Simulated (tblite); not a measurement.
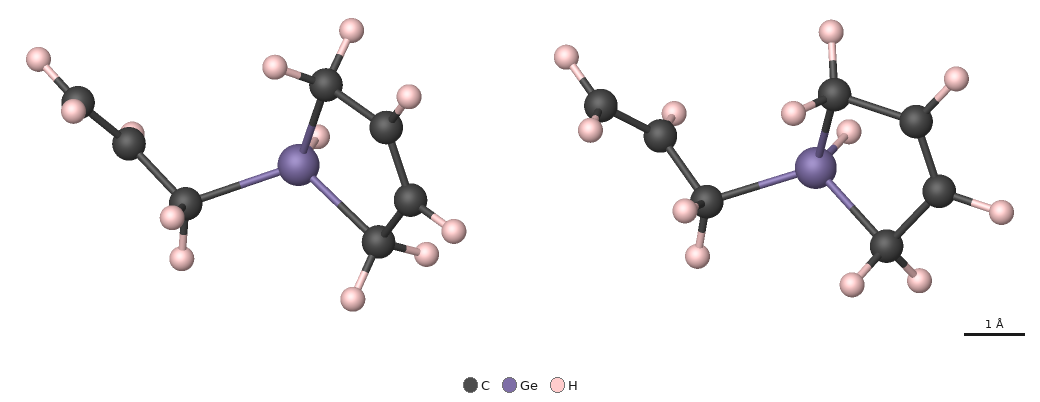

Two geometries of C$_{7}$H$_{12}$Ge, drawn at one scale. One is the start of a relaxation, the other its converged end. Style: ball-and-stick. Shown from a free direction.

These are results of GFN2-xTB geometry optimisation, gas phase (tblite), not measurements. 

> Which of the two is the end point?

The left one is the relaxed one. The energy falls by 0.669 eV in 93 geometry steps. An H atom moves most after the best rigid fit: 0.89 Å. By element the largest moves are H 0.89 Å, C 0.36 Å, Ge 0.16 Å. Some distances before and after: C–Ge 1.919 → 2.006 Å, C–Ge 1.942 → 1.996 Å, C–H 1.133 → 1.082 Å, C–C 1.276 → 1.323 Å. Among the angles between lasting bonds that change: H–C–H 116.8° → 106.7°, Ge–C–H 105.4° → 113.0°, C–C–C 117.6° → 124.7°. Groups turn about C–Ge by about 35°, C–Ge by about 35°, C–C by about 30°. The run took 0.57 s on 1 thread of Arm Neoverse V2 (shared host).
